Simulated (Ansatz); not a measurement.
**Fields on a plane of Ti3Al (D019 type, space group P6_3/mmc)**

```xyz
8
Lattice="5.7556 0.0000 0.0000 -2.8778 4.9845 0.0000 0.0000 0.0000 4.6550" Properties=species:S:1:pos:R:3 pbc="T T T"
Ti     2.8778     3.2922     1.1637
Ti    -1.4123     4.1384     3.4912
Ti     1.4656     0.8461     1.1637
Ti     0.0000     1.6923     3.4912
Ti     4.2901     0.8461     1.1637
Ti     1.4123     4.1384     3.4912
Al     0.0000     3.3230     1.1637
Al     2.8778     1.6615     3.4912
```

The slice is a (-1 1 0 0) plane (indices of the conventional cell) through the point (0.170, 0.830, 0.750) (fractional), spanned by u = [001] and v = [110] in vectors of this cell: u (4.65 Å) and v (5.76 Å, at 90° to u). It covers one period; positions are fractions (u, v).

Atoms on it: Ti at (0.00, 0.00); Al at (0.00, 0.50). Other atoms lie within 1 Å of the plane.

Calculation: PBE (plane waves to 420 eV, PAW, scalar-relativistic; Ansatz, a quantum-chemistry and plane-wave program). k mesh 10×10×10. These are valence fields of a PAW run, semicore shells included where kept as valence: close to a nucleus they are smooth pseudo fields. Ti3Al is run without spin polarisation. Ti3Al was relaxed with its symmetry unable to fall.

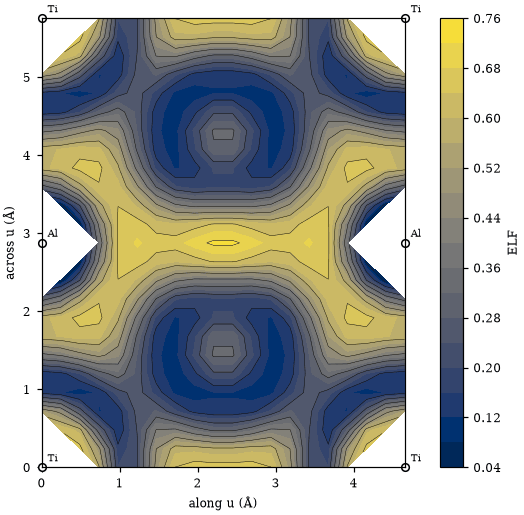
Electron localisation function (ELF), one period of the plane, atoms marked. Points within 0.5 Å of a nucleus are left white, as the pseudised field means little there.

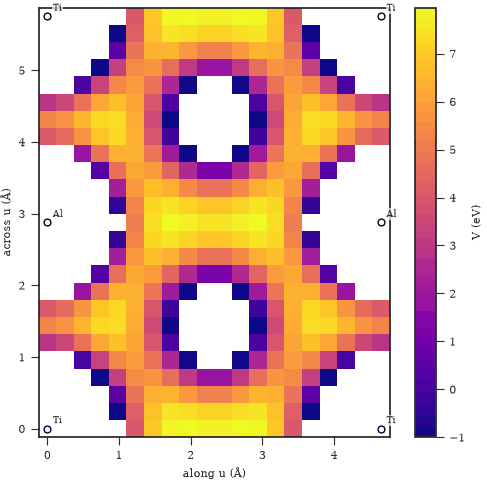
*Electrostatic potential energy of an electron, from the cell's mean, in eV, one period of the plane, atoms marked. Points within 1 Å of a nucleus are left white, as the pseudised field means little there. Values under -1 eV are set to -1. The zero, the cell's mean, hangs on the PAW cores.*

The density on the Ti–Al line (2.88 Å) at its density minimum, 1.4 Å from Ti is 0.20 e/Å³ and the ELF at that point is 0.3. ELF maximum in the middle third of the Ti–Al line: 0.61, 1.8 Å from Ti.
